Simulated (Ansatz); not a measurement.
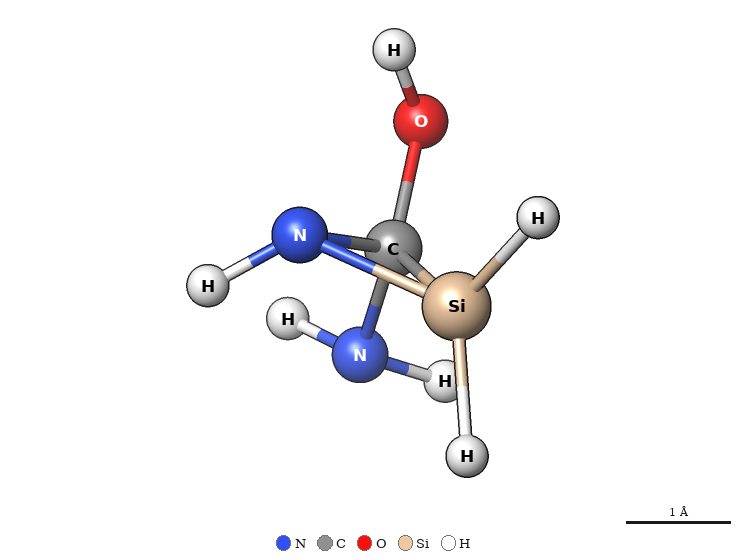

Ball-and-stick drawing of a structure. Every bond is drawn as one stick, whatever its order.

The geometry was computed by an optimisation with PBE0-D4/def2-TZVP.

What does the picture show?

The molecule is CH₆N₂OSi. SMILES: `N[C@@]1(O)N[SiH2]1`. Independent rings (smallest set): 1 of 3 members. Among its groups: alcohol, primary amine, Si–H bond, Si–N bond. This geometry has C1 symmetry. Coordination, clear cases only: 2 N trigonal pyramidal; 1 O bent.

More results for the same structure follow; atom numbers are the same in all pictures, views and colours differ.

## Levels of theory compared

Program: Ansatz 0.2.0.

Compare HOMO energy (eV), HOMO–LUMO gap (eV) at these levels: B3LYP-D4/def2-TZVPP; B97M-V/def2-TZVPP; PBE0-D4/def2-SVP; PBE0-D4/def2-TZVPP; SPW92 (LDA)/def2-TZVPP; r2SCAN0-D4/def2-TZVPP; r2SCANh-D4/def2-TZVPP; revPBE-D4/def2-TZVPP; ωB97M-V/def2-QZVPP.

| level | HOMO energy (eV) | HOMO–LUMO gap (eV) |
| --- | --- | --- |
| B3LYP-D4/def2-TZVPP | −6.41 | 5.84 |
| B97M-V/def2-TZVPP | −5.65 | 4.66 |
| PBE0-D4/def2-SVP | −6.43 | 6.60 |
| PBE0-D4/def2-TZVPP | −6.60 | 6.28 |
| SPW92 (LDA)/def2-TZVPP | −5.53 | 4.21 |
| r2SCAN0-D4/def2-TZVPP | −6.74 | 6.60 |
| r2SCANh-D4/def2-TZVPP | −6.04 | 5.48 |
| revPBE-D4/def2-TZVPP | −5.29 | 4.24 |
| ωB97M-V/def2-QZVPP | −8.87 | 9.89 |

## Vibrations

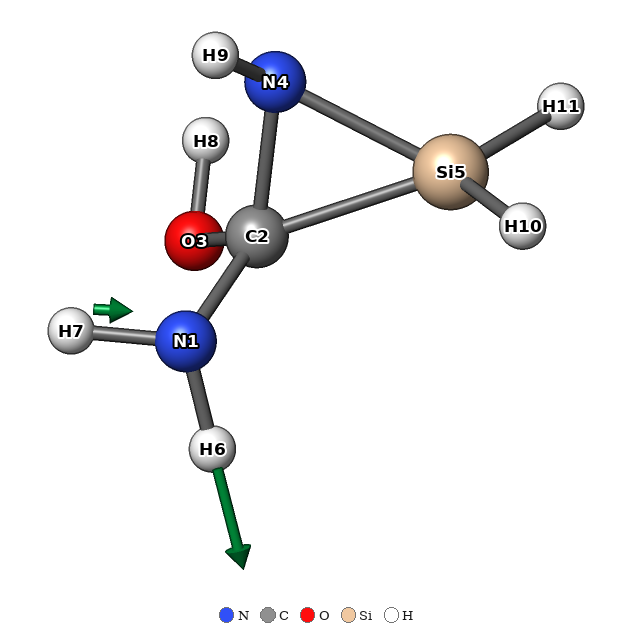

The arrows show one normal mode. Harmonic vibrations computed with RKS PBE0-D4/def2-TZVP (Ansatz 0.2.0) at a stationary point of the same level.

**What kind of motion is it?**

Mostly N–H stretching.

**At what wavenumber does it lie?**

3599 cm⁻¹; it is mode 26 of 27 counted from the lowest.

## Charges

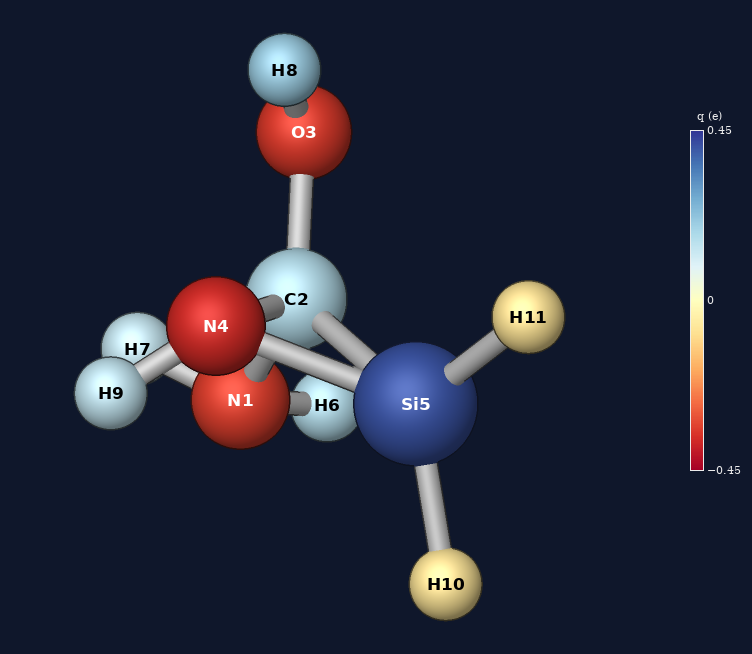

Atoms are coloured by their Mulliken charges. Level of theory: RKS r2SCAN-D4/def2-TZVPP (Ansatz 0.2.0).

List the Mulliken charges.

```tsv
atom	value (e)
N1	−0.33
C2	0.16
O3	−0.34
N4	−0.37
Si5	0.40
H6	0.16
H7	0.13
H8	0.20
H9	0.14
H10	−0.07
H11	−0.08
```

Mulliken values depend strongly on the basis set and can even reverse the polarity of a bond.
